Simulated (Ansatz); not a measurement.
# CuN₂+ (triplet): wave-function methods side by side, def2-SVP

How much of the correlation energy of CuN₂+ (triplet) does each wave-function method recover here?

The runs use Ansatz 0.2.0, Gaussian basis; def2-SVP, core rule «outside noble gas», up to 11 orbitals frozen.

To be run: UHF; CCSD(T) on ROHF; CCSD(T) on UHF; CISD; CCSDT(Q) on ROHF; CCSDT(Q) on UHF.

11 further runs of the same task are left out: 8 for a known fault of the program, 3 set aside as unsound or not needed.

## 1. What is computed

The geometry is a PBE0/def2-TZVP stationary point (not a proven minimum).

3 atoms, charge 1, spin multiplicity 3.

Atoms are counted from 1 here; the program's logs count them from 0.

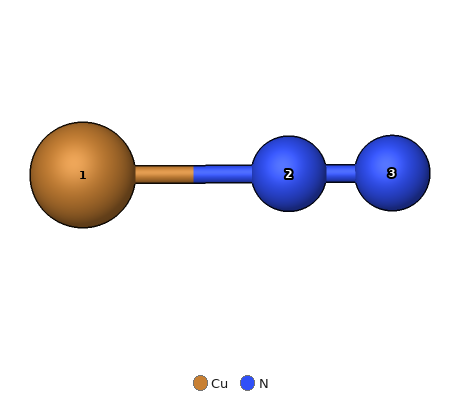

The geometry (copper orange, nitrogen blue); atoms are numbered from 1 in the order of the file.

In the tables R marks a restricted open-shell determinant and U an unrestricted one; energies count from the table's Hartree-Fock row.

## 2. UHF

in.yaml

```yaml
crystal:
  periodic: [false, false, false]
  atoms:
    - {symbol: Cu, position_ang: [0.000000, 0.000000, 1.809300]}
    - {symbol: N, position_ang: [0.000000, 0.000000, -0.360400]}
    - {symbol: N, position_ang: [0.000000, 0.000000, -1.448900]}
basis:
  gaussian: {orbitals: def2-SVP}
total_charge: 1
magnetization: {spin_polarized: true, initial_magnetization: 2}
hamiltonian: {xc: hf}
output: {orbitals: {seedname: orbitals}}
```

Command:

```console
$ ansatz run in.yaml --threads 1 --pin off --events-out ev --progress --plain --max-ram 4096MiB --backend cpu
```

Output:

```text
Functional definition: HF
  name "HF"
  cite "Fock, Z. Phys. 61, 126 (1930) doi:10.1007/BF01340294"
  parent pbe
  exchange = exact_x
  correlation = 0
630 factors; integrals over basis functions are off by at most 1.1e-3 eV
mean field evaluation 1: about -47523.6004 eV, gradient 6.1e1 eV
mean field evaluation 2: about -47523.7877 eV, gradient 6.1e1 eV
mean field evaluation 4: about -47534.6656 eV, gradient 2.0e1 eV
mean field evaluation 8: about -47540.9358 eV, gradient 2.3e1 eV
mean field evaluation 16: about -47545.7037 eV, gradient 3.7e-3 eV
mean field evaluation 32: about -47545.6114 eV, gradient 1.0e0 eV
mean field evaluation 64: about -47545.4973 eV, gradient 8.1e0 eV
mean field evaluation 96: about -47543.5264 eV, gradient 2.3e1 eV
mean field evaluation 128: about -47545.5058 eV, gradient 4.8e-1 eV
mean field evaluation 160: about -47539.2112 eV, gradient 1.5e1 eV
mean field evaluation 192: about -47540.6845 eV, gradient 3.1e1 eV
mean field -47545.70372095 eV, -1747.2723841095 hartree, gradient 5.7e-6 eV, S^2 2.006074; 5 other end points of the search recorded, 0 dependent functions left out
reference -47545.70372095 eV, -1747.2723841095 hartree; 22, 20 occupied and 37, 39 virtual orbitals, 630 factors
Total energy: -47545.70372095 eV, -1747.2723841095 hartree
```

Run time: 3.5 s. Hardware: 1 thread of AMD EPYC 7R13, shared host.

From the report: ⟨S²⟩ of the determinant 2.006 (pure triplet: 2.00).

## 3. CCSD(T) on ROHF

in.yaml: that of step 2 with these lines changed.

```diff
@@ -9,4 +9,4 @@
 total_charge: 1
-magnetization: {spin_polarized: true, initial_magnetization: 2}
-hamiltonian: {xc: hf}
-output: {orbitals: {seedname: orbitals}}
+magnetization: {spin_polarized: false, initial_magnetization: 2}
+correlation: {method: ccsd_t, electrons: outside_noble_gas}
+output: {forces: true}
```

The command is unchanged.

Output, shortened:

```text
Functional definition: HF
  name "HF"
  cite "Fock, Z. Phys. 61, 126 (1930) doi:10.1007/BF01340294"
  parent pbe
[...]
630 factors; integrals over basis functions are off by at most 1.1e-3 eV
[...]
mean field -47545.63781715 eV, -1747.2699621894 hartree, gradient 4.7e-6 eV, S^2 2.000000; 14 other end points of the search recorded, 0 dependent functions left out
[...]
determinant -47545.63781715 eV, -1747.2699621894 hartree, with singles and doubles -47559.04212634 eV, -1747.7625614665 hartree
determinant -47545.45813181 eV, -1747.2633588751 hartree, with singles and doubles -47558.83285562 eV, -1747.7548709091 hartree
determinant -47545.41386427 eV, -1747.2617320730 hartree, with singles and doubles -47558.79575644 eV, -1747.7535075395 hartree
determinant -47540.49660823 eV, -1747.0810262465 hartree, with singles and doubles -47554.26604324 eV, -1747.5870436500 hartree
[...]
11 core orbitals not correlated: weight in the atoms' cores, before any rotation towards them, 1.000 or more for the frozen orbitals, at most 0.000 for the correlated occupied ones
reference -47545.63781715 eV, -1747.2699621894 hartree; 11, 9 occupied and 37, 39 virtual orbitals, 630 factors
second order -13.49934014 eV of doubles, -0.00437182 eV of singles
cycle   1  -13.40478076 eV  change   -9.7e-7 eV  update   4.7e-6
[...]
cycle   8  -13.40478466 eV  change    2.0e-8 eV  update   8.3e-8
perturbative correction -0.51070336 eV, -0.0187680022 hartree
[...]
Total energy: -47559.55330517 eV, -1747.7813469418 hartree
Atom 0 at     0.000000     0.000000     1.809300 Å, force     0.000000    -0.000000     0.185046 eV/Å
Atom 1 at     0.000000     0.000000    -0.360400 Å, force     0.000000     0.000000     3.461522 eV/Å
Atom 2 at     0.000000     0.000000    -1.448900 Å, force     0.000000    -0.000000    -3.646568 eV/Å
Dipole moment:    -0.000000     0.000000     0.053148 e Å
```

Wall time 35 s (1 thread of AMD EPYC 7R13, shared host); peak memory 0.29 GiB.

From the report: correlation -13.9155 eV; T1 0.014; largest double amplitude 0.07.

## 4. CCSD(T) on UHF

in.yaml: that of step 3 with these lines changed.

```diff
@@ -9,3 +9,3 @@
 total_charge: 1
-magnetization: {spin_polarized: false, initial_magnetization: 2}
+magnetization: {spin_polarized: true, initial_magnetization: 2}
 correlation: {method: ccsd_t, electrons: outside_noble_gas}
```

Same command.

Output, shortened:

```text
Functional definition: HF
  name "HF"
  cite "Fock, Z. Phys. 61, 126 (1930) doi:10.1007/BF01340294"
  parent pbe
[...]
630 factors; integrals over basis functions are off by at most 1.1e-3 eV
[...]
mean field -47545.70372095 eV, -1747.2723841095 hartree, gradient 4.8e-6 eV, S^2 2.006074; 14 other end points of the search recorded, 0 dependent functions left out
determinant -47545.70372095 eV, -1747.2723841095 hartree, with singles and doubles -47559.09354301 eV, -1747.7644509941 hartree
determinant -47545.51915665 eV, -1747.2656014965 hartree, with singles and doubles -47558.88375443 eV, -1747.7567414062 hartree
determinant -47545.47701055 eV, -1747.2640526559 hartree, with singles and doubles -47558.84760415 eV, -1747.7554129078 hartree
determinant -47545.70372095 eV, -1747.2723841095 hartree, with singles and doubles -47559.09369191 eV, -1747.7644564660 hartree
[...]
11 core orbitals not correlated: weight in the atoms' cores, before any rotation towards them, 1.000 or more for the frozen orbitals, at most 0.000 for the correlated occupied ones
reference -47545.70372095 eV, -1747.2723841095 hartree; 11, 9 occupied and 37, 39 virtual orbitals, 630 factors
second order -13.47901065 eV of doubles, -0.00000000 eV of singles
cycle   1  -13.38997165 eV  change   -7.0e-7 eV  update   4.9e-6
[...]
cycle   8  -13.38997759 eV  change    2.4e-8 eV  update   8.8e-8
perturbative correction -0.50967806 eV, -0.0187303233 hartree
[...]
Total energy: -47559.60337661 eV, -1747.7831870333 hartree
Atom 0 at     0.000000     0.000000     1.809300 Å, force    -0.000000     0.000000     0.188054 eV/Å
Atom 1 at     0.000000     0.000000    -0.360400 Å, force    -0.000000     0.000000     3.444114 eV/Å
Atom 2 at     0.000000     0.000000    -1.448900 Å, force     0.000000    -0.000000    -3.632168 eV/Å
Dipole moment:    -0.000000     0.000000     0.053336 e Å
```

Wall time 34 s (1 thread of AMD EPYC 7R13, shared host); peak memory 0.29 GiB.

From the report: ⟨S²⟩ of the determinant 2.006 (pure triplet: 2.00); correlation -13.8997 eV; T1 0.014; largest double amplitude 0.07.

## 5. CISD

in.yaml: that of step 4 with these lines changed.

```diff
@@ -9,4 +9,3 @@
 total_charge: 1
-magnetization: {spin_polarized: true, initial_magnetization: 2}
-correlation: {method: ccsd_t, electrons: outside_noble_gas}
-output: {forces: true}
+magnetization: {spin_polarized: false, initial_magnetization: 2}
+correlation: {active_space: {ras: {orbitals: [9, 2, 37], electrons: 20, max_holes: 2, max_particles: 2}, fixed_orbitals: true}}
```

Launched as before.

Output, shortened:

```text
Functional definition: HF
  name "HF"
  cite "Fock, Z. Phys. 61, 126 (1930) doi:10.1007/BF01340294"
  parent pbe
[...]
630 factors; integrals over basis functions are off by at most 1.1e-3 eV
[...]
mean field -47545.63781715 eV, -1747.2699621894 hartree, gradient 4.7e-6 eV, S^2 2.000000; 14 other end points of the search recorded, 0 dependent functions left out
reference -47545.63781715 eV, -1747.2699621894 hartree; 22, 20 occupied and 37, 39 virtual orbitals, 630 factors
state -47557.75105037 eV, -1747.7151152995 hartree
Total energy: -47557.75105037 eV, -1747.7151152995 hartree
```

Run time: 21 s. Hardware: 1 thread of AMD EPYC 7R13, shared host.

From the report: 238,454 determinants.

## 6. CCSDT(Q) on ROHF

in.yaml: that of step 5 with these lines changed.

```diff
@@ -10,2 +10,2 @@
 magnetization: {spin_polarized: false, initial_magnetization: 2}
-correlation: {active_space: {ras: {orbitals: [9, 2, 37], electrons: 20, max_holes: 2, max_particles: 2}, fixed_orbitals: true}}
+correlation: {method: ccsdt_q, electrons: outside_noble_gas}
```

Command:

```console
$ ansatz run in.yaml --threads 2 --pin off --events-out ev --progress --plain --max-ram 24576MiB --backend cuda --devices 0, --max-vram 18GiB
```

Output, shortened:

```text
Functional definition: HF
  name "HF"
  cite "Fock, Z. Phys. 61, 126 (1930) doi:10.1007/BF01340294"
  parent pbe
[...]
1082 factors; integrals over basis functions are off by at most 1.6e-7 eV
[...]
mean field -47545.63794601 eV, -1747.2699669249 hartree, gradient 5.6e-7 eV, S^2 2.000000; 14 other end points of the search recorded, 0 dependent functions left out
[...]
determinant -47545.63794601 eV, -1747.2699669249 hartree, with singles and doubles -47559.04224529 eV, -1747.7625658376 hartree
determinant -47545.45825373 eV, -1747.2633633554 hartree, with singles and doubles -47558.83296760 eV, -1747.7548750246 hartree
determinant -47545.41398887 eV, -1747.2617366518 hartree, with singles and doubles -47558.79587094 eV, -1747.7535117473 hartree
determinant -47540.49680220 eV, -1747.0810333749 hartree, with singles and doubles -47554.26624221 eV, -1747.5870509617 hartree
determinant -47545.63794601 eV, -1747.2699669249 hartree, with singles and doubles -47559.04271619 eV, -1747.7625831430 hartree
determinant -47545.45825373 eV, -1747.2633633554 hartree, with singles and doubles -47558.83293609 eV, -1747.7548738667 hartree
determinant -47545.41398887 eV, -1747.2617366518 hartree, with singles and doubles -47558.79572066 eV, -1747.7535062246 hartree
11 core orbitals not correlated: weight in the atoms' cores, before any rotation towards them, 1.000 or more for the frozen orbitals, at most 0.000 for the correlated occupied ones
reference -47545.63794601 eV, -1747.2699669249 hartree; 11, 9 occupied and 37, 39 virtual orbitals, 1082 factors
second order -13.49933955 eV of doubles, -0.00437181 eV of singles
cycle   1  -12.86541247 eV  change    6.4e-1 eV  update   1.1e-1
[...]
cycle  23  -13.90995007 eV  change   -1.9e-6 eV  update   2.1e-6
perturbative correction -0.02657666 eV, -0.0009766742 hartree
Total energy: -47559.57447274 eV, -1747.7821248357 hartree
```

It took 28 s on 1 × H100 (card shared with other runs) with 2 threads of AMD EPYC 7R13, shared host; peak host memory 1.1 GiB.

From the report: correlation -13.9365 eV; T1 0.014; largest double amplitude 0.07.

## 7. CCSDT(Q) on UHF

in.yaml: that of step 6 with these lines changed.

```diff
@@ -9,3 +9,3 @@
 total_charge: 1
-magnetization: {spin_polarized: false, initial_magnetization: 2}
+magnetization: {spin_polarized: true, initial_magnetization: 2}
 correlation: {method: ccsdt_q, electrons: outside_noble_gas}
```

Same command.

Output, shortened:

```text
Functional definition: HF
  name "HF"
  cite "Fock, Z. Phys. 61, 126 (1930) doi:10.1007/BF01340294"
  parent pbe
[...]
1082 factors; integrals over basis functions are off by at most 1.6e-7 eV
[...]
mean field -47545.70385014 eV, -1747.2723888570 hartree, gradient 4.9e-6 eV, S^2 2.006075; 14 other end points of the search recorded, 0 dependent functions left out
determinant -47545.70385014 eV, -1747.2723888570 hartree, with singles and doubles -47559.09366299 eV, -1747.7644554034 hartree
determinant -47545.51927887 eV, -1747.2656059879 hartree, with singles and doubles -47558.88386699 eV, -1747.7567455426 hartree
determinant -47545.47713539 eV, -1747.2640572436 hartree, with singles and doubles -47558.84771871 eV, -1747.7554171178 hartree
determinant -47545.70385014 eV, -1747.2723888570 hartree, with singles and doubles -47559.09381145 eV, -1747.7644608593 hartree
determinant -47545.51927887 eV, -1747.2656059879 hartree, with singles and doubles -47558.88376102 eV, -1747.7567416484 hartree
determinant -47545.47713539 eV, -1747.2640572436 hartree, with singles and doubles -47558.84744152 eV, -1747.7554069314 hartree
11 core orbitals not correlated: weight in the atoms' cores, before any rotation towards them, 1.000 or more for the frozen orbitals, at most 0.000 for the correlated occupied ones
reference -47545.70385014 eV, -1747.2723888570 hartree; 11, 9 occupied and 37, 39 virtual orbitals, 1082 factors
second order -13.47900920 eV of doubles, -0.00000000 eV of singles
cycle   1  -12.84760796 eV  change    6.3e-1 eV  update   1.1e-1
[...]
cycle  23  -13.89428738 eV  change   -2.1e-6 eV  update   2.1e-6
perturbative correction -0.02917725 eV, -0.0010722440 hartree
Total energy: -47559.62731477 eV, -1747.7840667444 hartree
```

Wall time 23 s (1 × H100 (card shared with other runs) with 2 threads of AMD EPYC 7R13, shared host); peak host memory 0.98 GiB.

From the report: ⟨S²⟩ of the determinant 2.006 (pure triplet: 2.00); correlation -13.9235 eV; T1 0.014; largest double amplitude 0.07.

## 8. All levels against the top one

No level here is safe as a reference; RCCSDT(Q) serves as a yardstick only. Rows without a time come out of other runs: HF, MP2 and CCSD of CCSD(T), CCSDT of CCSDT(Q). The times of RCCSD(T), UCCSD(T) include forces.

Differences are taken before rounding.

| method | energy from the lowest ROHF (meV) | from RCCSDT(Q) (meV) | time |
| --- | --- | --- | --- |
| ROHF | 0.0 | +13936.7 |  |
| UHF | -65.9 | +13870.8 |  |
| RMP2 | -13503.7 | +432.9 |  |
| UMP2 | -13544.9 | +391.7 |  |
| CISD | -12113.2 | +1823.4 | 21 s |
| RCCSD | -13404.8 | +531.9 |  |
| UCCSD | -13455.9 | +480.8 |  |
| RCCSD(T) | -13915.5 | +21.2 | 35 s |
| UCCSD(T) | -13965.6 | -28.9 | 34 s |
| RCCSDT | -13910.1 | +26.6 |  |
| UCCSDT | -13960.3 | -23.7 |  |
| RCCSDT(Q) | -13936.7 | 0 | 28 s (GPU) |
| UCCSDT(Q) | -13989.5 | -52.8 | 23 s (GPU) |

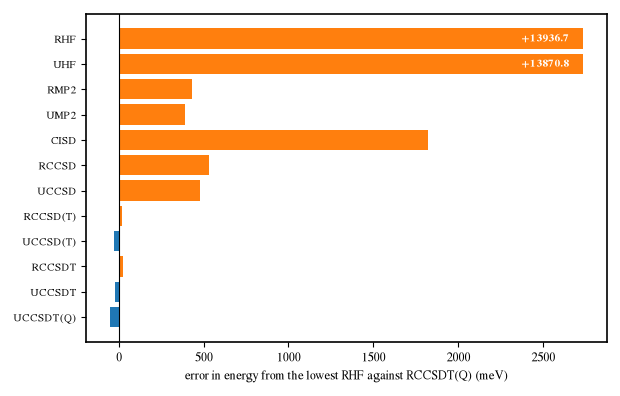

Error of each method against RCCSDT(Q). Bars with a number in them are cut short.

Some runs used a GPU and others CPU threads alone; cost is compared among the CPU runs only.

## 9. Summary of results

| quantity | value |
| --- | --- |
| RCCSDT(Q) from the ROHF energy | -13.9367 eV |
| RMP2 from RCCSDT(Q) | +432.9 meV |
| UMP2 from RCCSDT(Q) | +391.7 meV |
| RCCSD from RCCSDT(Q) | +531.9 meV |
| RCCSD(T) from RCCSDT(Q) | +21.2 meV |
| UCCSD(T) from RCCSDT(Q) | -28.9 meV |
| UCCSDT(Q) from RCCSDT(Q) | -52.8 meV |
| T1 diagnostic | 0.014 |

RCCSD(T) misses by +21.2 meV, 0.2 % of the correlation energy. CCSD(T) misses by +21.2 meV on the restricted determinant and by -28.9 meV on the unrestricted one; the two need not hold the same state or core.

With open shells the CI space here admits some triples and quadruples, so it is larger than plain CISD.
